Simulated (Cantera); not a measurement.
Charge: 1 mol SiH2Cl2, 0.18 mol C2H2, 160 mol H2, at 2.70 mbar.

Method: chemical equilibrium by Gibbs-energy minimisation in Cantera with the NASA 1993 tables (ideal gas, pure condensed phases). Candidate condensed phases: C, C6H6, C7H8, C8H18, Si, SiC; 109 gas species. Mutual solubility and eutectic melting of coexisting phases are not modelled. The tables' values for SiCl are old estimates; treat these amounts as uncertain. Gases not in the tables: Si2H6 and higher silanes. Rates play no part.

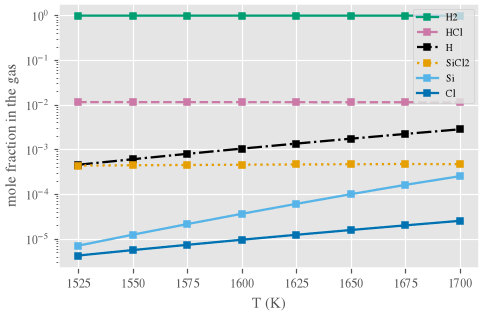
Equilibrium gas composition (values under 1e-9 drawn at 1e-9)

From 1525 K to 1675 K the condensed part is Si(s) + SiC(s). At 1700 K the condensed part is Si(l) + SiC(s). The main Si-bearing gas is SiCl2 throughout. The share of Si in condensed phases is highest at 1525 K (92.7 %) and lowest at 1700 K (87.3 %).
